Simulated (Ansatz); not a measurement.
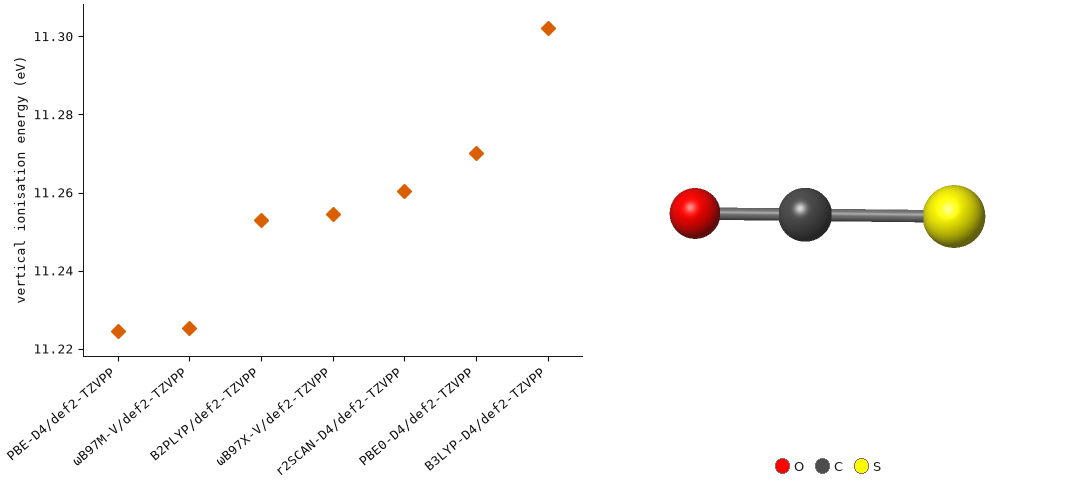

Vertical ionisation energy of OCS, SMILES O=C=S, taken as the energy of the cation less that of the neutral at fixed geometry (unrestricted doublet cation, cores frozen in correlated methods, no spin-orbit coupling), the Ansatz code 0.2.0, at a PBE0-D4/def2-TZVP geometry (a minimum by its frequencies).

Q: What range do the values span?

A: From 11.22 eV (PBE-D4/def2-TZVPP) to 11.30 eV (B3LYP-D4/def2-TZVPP).

Q: Give the values.

A:
```tsv
level	eV
PBE-D4/def2-TZVPP	11.22
ωB97M-V/def2-TZVPP	11.23
B2PLYP/def2-TZVPP	11.25
ωB97X-V/def2-TZVPP	11.25
r2SCAN-D4/def2-TZVPP	11.26
PBE0-D4/def2-TZVPP	11.27
B3LYP-D4/def2-TZVPP	11.30
```
